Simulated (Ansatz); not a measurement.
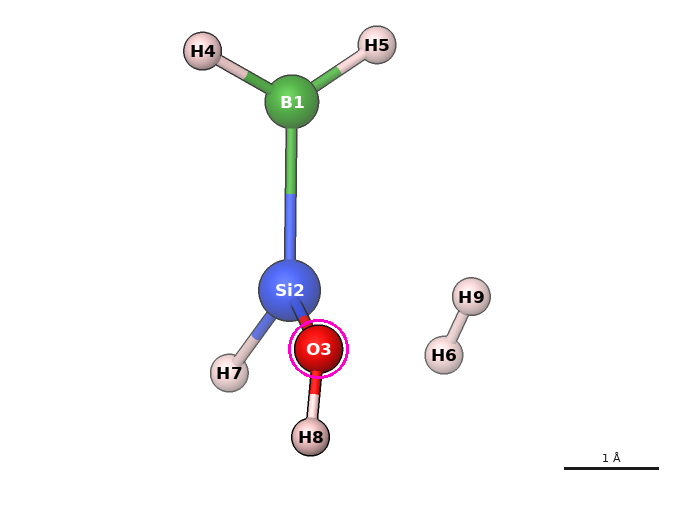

Orthographic view. Distant atoms are faded towards the background colour. State: charge +1, singlet. The geometry was computed by an optimisation with PBE-D4/def2-SVP. No frequency run is at hand to confirm it as a minimum.

### Which atoms are bonded to the circled atom?

The circled atom is O3; it is bonded to Si2, H8.

### Which two atoms are farthest apart in space?

H5 and H8, 4.83 Å.

### What is the shortest path along bonds from the circled atom to H4?

O3–Si2–B1–H4, 3 bonds; through space the two are 3.57 Å apart.

### Of Si2 and H7, which is nearer the viewer?

Si2; the bond to H7 points away from the viewer, so it looks shorter than its 1.50 Å.
